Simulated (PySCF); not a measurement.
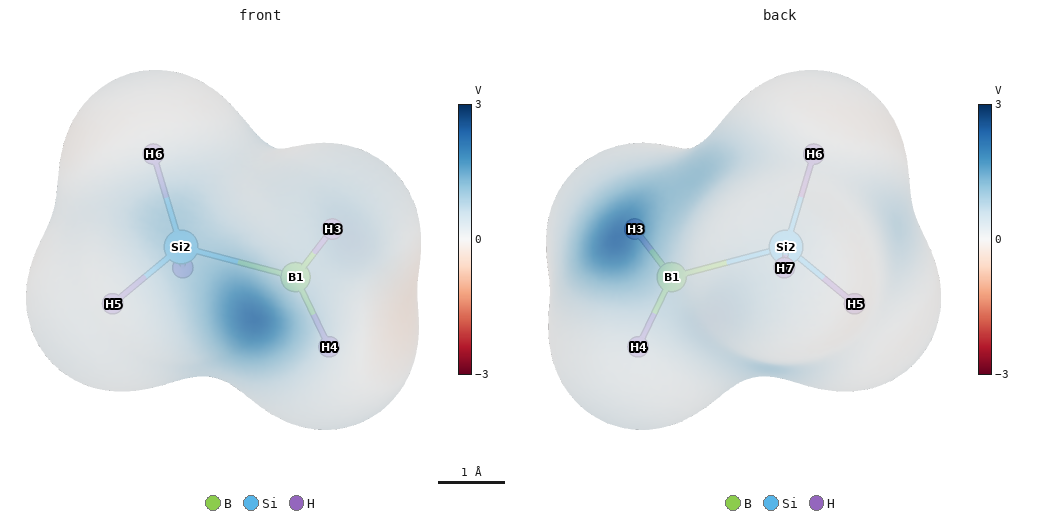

Figure. BH$_{5}$Si (boranylsilane). The electrostatic potential painted on the density surface at 0.002 e/bohr³, seen from the front and from behind; the colour scale runs from red (negative) to blue (positive).

Geometry: PBE0-D3(BJ)/ma-def2-SVP.

Theory: DFT single point, gas phase, functional PBE0 (PySCF).

| atom | x (Å) | y (Å) | z (Å) |
| --- | --- | --- | --- |
| B | 1.1992 | -0.0904 | 0.0150 |
| Si | -0.8057 | 0.0957 | -0.0654 |
| H | 1.9384 | 0.8423 | 0.2212 |
| H | 1.7032 | -1.1809 | -0.1192 |
| H | -1.3627 | -0.5454 | 1.1732 |
| H | -1.3013 | 1.5057 | -0.1173 |
| H | -1.3660 | -0.6471 | -1.2400 |

Q: Describe the electrostatic potential map.

A: The most negative region (about −0.2 V) lies over H3, the most positive (about +2.2 V) over B1.
